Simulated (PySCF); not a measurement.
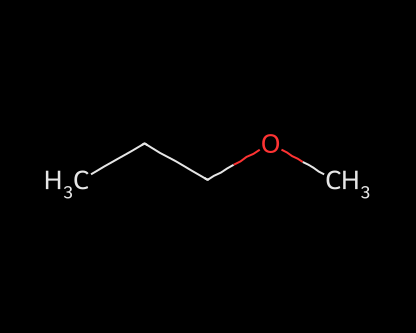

Question: Give its SMILES.

Answer: CCCOC

Question: What is the molecular formula?

Answer: C4H10O.

Question: An optimisation with PBE0-D3(BJ)/def2-SVP gave a structure of which point group?

Answer: Cs. Other conformers may differ.

The parts below concern this one geometry. Atoms keep their numbers from picture to picture. Computed geometry: PBE0-D3(BJ)/def2-SVP optimisation. No frequency run is at hand to confirm it as a minimum.

Geometry

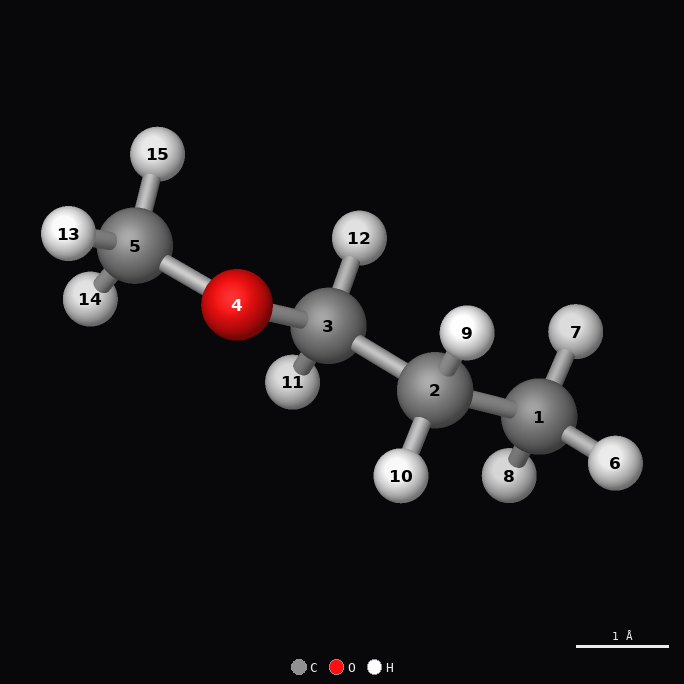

Atoms carry their numbers in the input. No frequency run is at hand to confirm it as a minimum.

List the bonds and their lengths.

```csv
bond,length (Å),order
C1–C2,1.519,single
C1–H6,1.100,single
C1–H7,1.102,single
C1–H8,1.102,single
C2–C3,1.513,single
C2–H9,1.103,single
C2–H10,1.103,single
C3–O4,1.396,single
C3–H11,1.112,single
C3–H12,1.112,single
O4–C5,1.390,single
C5–H13,1.099,single
C5–H14,1.109,single
C5–H15,1.109,single
```

Charges

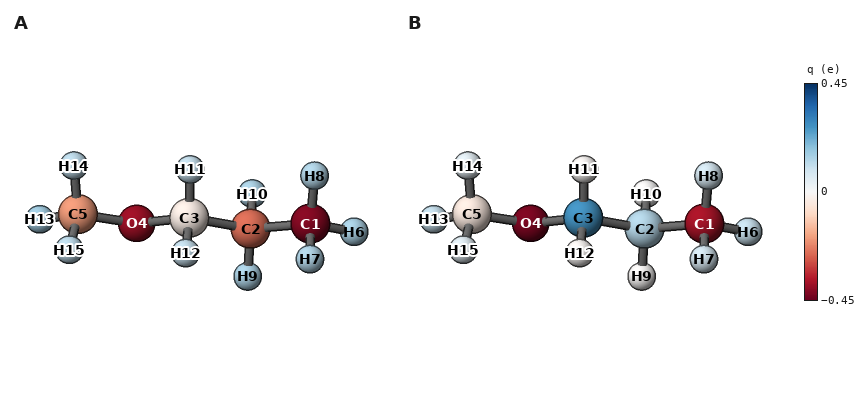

Atomic charges of one calculation by 2 schemes, on one colour scale. No frequency run is at hand to confirm it as a minimum. Computed with PBE0/pcSseg-1 (PySCF 2.14.0).

Question: The schemes are ESP-fitted, IAO. Which panel shows which?

Answer: A IAO, B ESP-fitted.

List the charges (e), one line for each set of equivalent atoms.

```csv
atom,IAO,ESP-fitted
C1,−0.41,−0.37
C2,−0.25,0.13
C3,−0.03,0.27
O4,−0.38,−0.42
C5,−0.19,−0.04
H6,0.14,0.10
"H7, H8",0.13,0.08
"H9, H10",0.14,0.00
"H11, H12",0.10,−0.01
H13,0.15,0.10
"H14, H15",0.11,0.05
```

Dipole moment

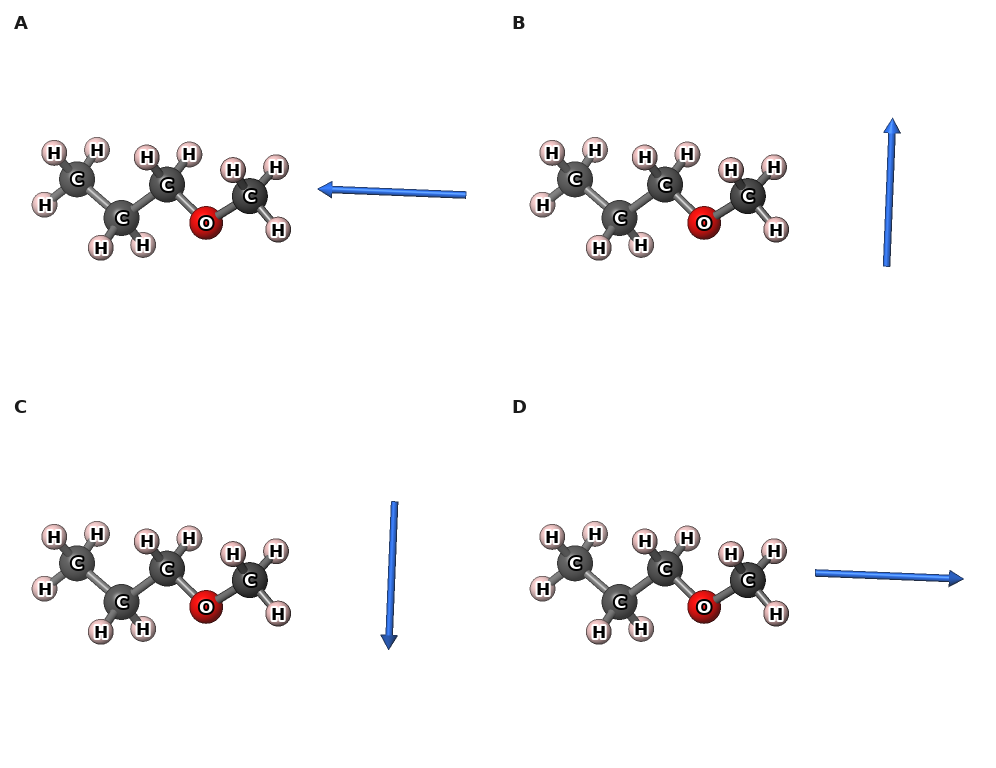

The same molecule four times, each with an arrow. No frequency run is at hand to confirm it as a minimum. Properties computed with PBE0/pcSseg-1, gas phase (PySCF 2.14.0).

Question: Which arrow points along the dipole moment, from the negative to the positive end?

Answer: B. The dipole moment is 1.13 D.

NMR shielding

The questions are on isotropic NMR shieldings of the H atoms. No frequency run is at hand to confirm it as a minimum. Method: GIAO PBE0/pcSseg-1 NMR shielding, non-relativistic, gas phase (PySCF 2.14.0).

Question: Which H atom is the most shielded (lowest chemical shift)?

Answer: H7, H8 (30.54 ppm).

Question: Which H atom is the least shielded (highest chemical shift)?

Answer: H13 (27.58 ppm).

Question: How wide is the range of H shifts?

Answer: 2.96 ppm.

Give the isotropic NMR shieldings of the H atoms atom by atom.

```csv
atom,σ (ppm)
H6,30.13
H7,30.54
H8,30.54
H9,29.76
H10,29.75
H11,28.32
H12,28.33
H13,27.58
H14,28.18
H15,28.18
```
